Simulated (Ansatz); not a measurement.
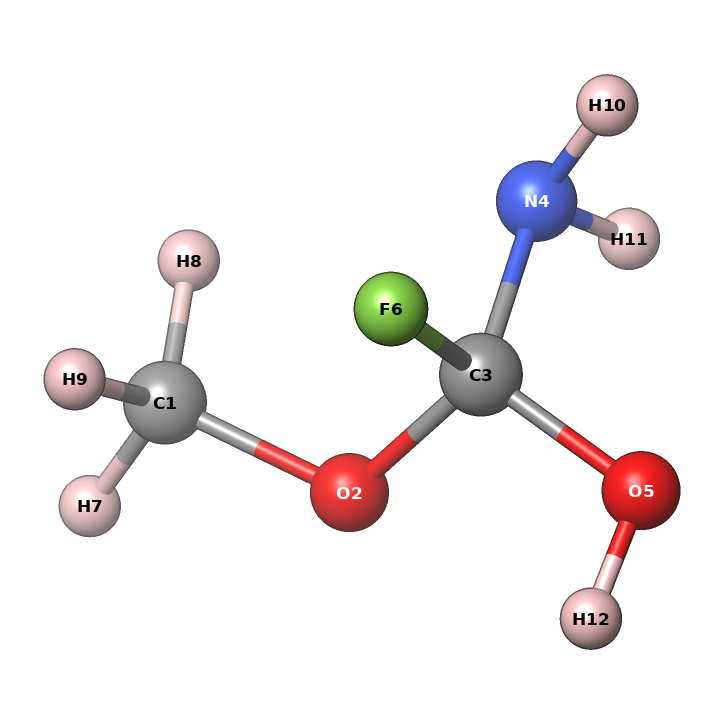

Distant atoms are faded towards the background colour. Computed geometry: PBE0-D4/def2-TZVP optimisation. No frequency run is at hand to confirm it as a minimum.

Question: Which atoms or bonds are stereogenic?

Answer: Centres: C3.

Question: Give the R/S and E/Z labels.

Answer: C3: S (priorities F6 > O2 > O5 > N4).

Question: Give a SMILES with the stereochemistry.

Answer: CO[C@](N)(O)F
